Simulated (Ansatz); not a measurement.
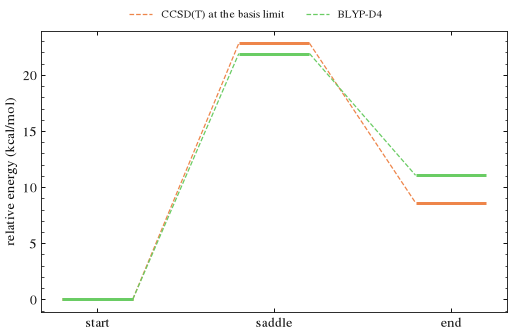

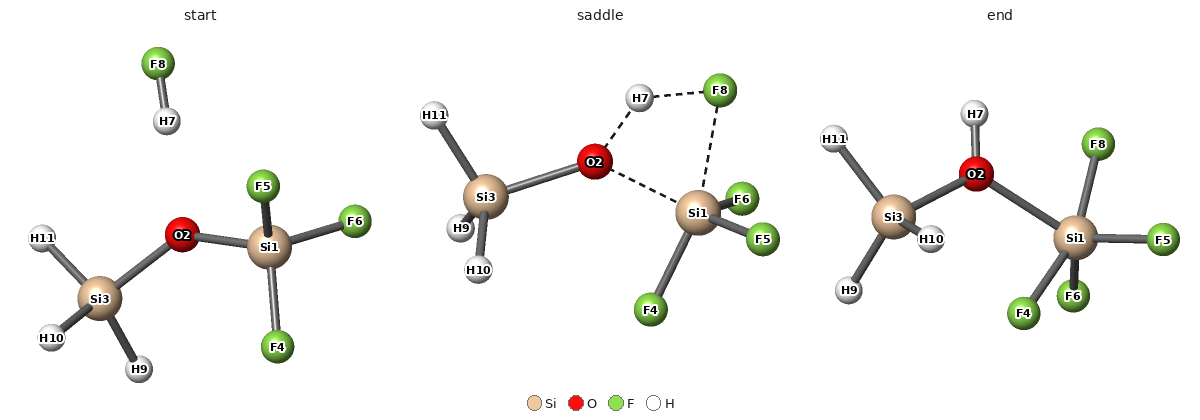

One elementary step of Si₂H₄OF₄: start, first-order saddle point (changing pairs dashed) and end. Electronic energies at PBE0-D4/def2-TZVP geometries, energies in def2-TZVPP, the Ansatz code 0.2.0; cores frozen in correlated methods, no zero-point terms. Start and end are the structures at the ends of the path (complexes, where there are several molecules). The limit is the MP2 basis limit plus CCSD(T) less MP2 in triple zeta. Lines between the levels only guide the eye.

In the step Si1–F8 (3.70 → 1.87 → 1.63 Å) and O2–H7 (1.82 → 1.15 → 0.96 Å) form; H7–F8 (0.93 → 1.20 → 2.15 Å) breaks; Si1–O2 (1.61 → 1.74 → 1.86 Å) lengthens (lengths at start, saddle and end; changes of bond order aren't listed).

> Is the step uphill or downhill with CCSD(T) at the basis limit?

Uphill by 8.6 kcal/mol in electronic energy, over a barrier of 22.8 kcal/mol.

> What are the heights of saddle and end over the start, in kcal/mol?

```
                     level  barrier  reverse barrier  step energy
CCSD(T) at the basis limit     22.8             14.2          8.6
                   BLYP-D4     21.9             10.8         11.1
```
